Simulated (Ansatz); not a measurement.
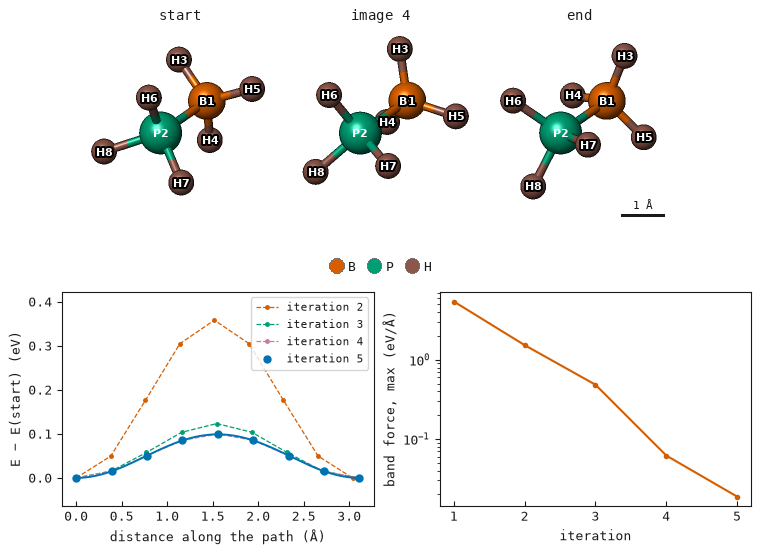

NEB run on BPH$_{6}$. Images are numbered from 0 (start) to 8 (end). The plot follows the band through its iterations. Style: ball-and-stick. Shown from a free direction.

These are results of Ansatz 0.2.0, RKS B3LYP-D4/def2-SVP, not measurements.

Input
```yaml
crystal:
  periodic: [false, false, false]
  atoms:
    - { symbol: B, position_ang: [-0.567304, 0.231789, -0.932177] }
    - { symbol: P, position_ang: [0.441744, -0.185812, 0.679004] }
    - { symbol: H, position_ang: [-1.711654, 0.347832, -0.528438] }
    - { symbol: H, position_ang: [-0.374753, -0.735301, -1.648561] }
    - { symbol: H, position_ang: [-0.05897, 1.267418, -1.325753] }
    - { symbol: H, position_ang: [0.426098, 0.757969, 1.736432] }
    - { symbol: H, position_ang: [1.840396, -0.385513, 0.561875] }
    - { symbol: H, position_ang: [0.096643, -1.355483, 1.401818] }
basis:
  gaussian: { orbitals: def2-SVP }
hamiltonian:
  xc: b3lyp
  dispersion: d4
neb:
  order_check: false
  images: 7
  f_tol: 0.03
  max_iterations: 60
  initial_path: linear
  final_atoms:
    - { symbol: B, position_ang: [-0.56690044, 0.23187892, -0.93228738] }
    - { symbol: P, position_ang: [0.44061982, -0.18525707, 0.67994493] }
    - { symbol: H, position_ang: [-0.96688484, 1.36582935, -0.73156208] }
    - { symbol: H, position_ang: [-1.43866865, -0.61990947, -0.95333682] }
    - { symbol: H, position_ang: [0.2631143, 0.13404945, -1.81974603] }
    - { symbol: H, position_ang: [-0.2426572, -0.15857334, 1.92135351] }
    - { symbol: H, position_ang: [1.55027139, 0.63457371, 1.00416881] }
    - { symbol: H, position_ang: [1.05330562, -1.45969253, 0.77566506] }
```

Launched with:
```bash
ansatz run input.yaml --threads 1 --pin off --max-ram 2048MiB --backend cpu --events-out ev --progress --plain --runs-dir out
```

Did the band converge, and can the barrier be trusted?

Answer. The run is converged, with reservations. The band converged in 5 iterations. The largest component of the band force went from 5.4 to 0.019 eV/Å. The climbing image converged on the top of the path. Its curvatures weren't checked. The straight starting path can push atoms close together and costs iterations. The first iteration put the highest image at 2.163 eV. The two ends have the same energy, and the highest point, image 4, lies 0.099 eV above the start.
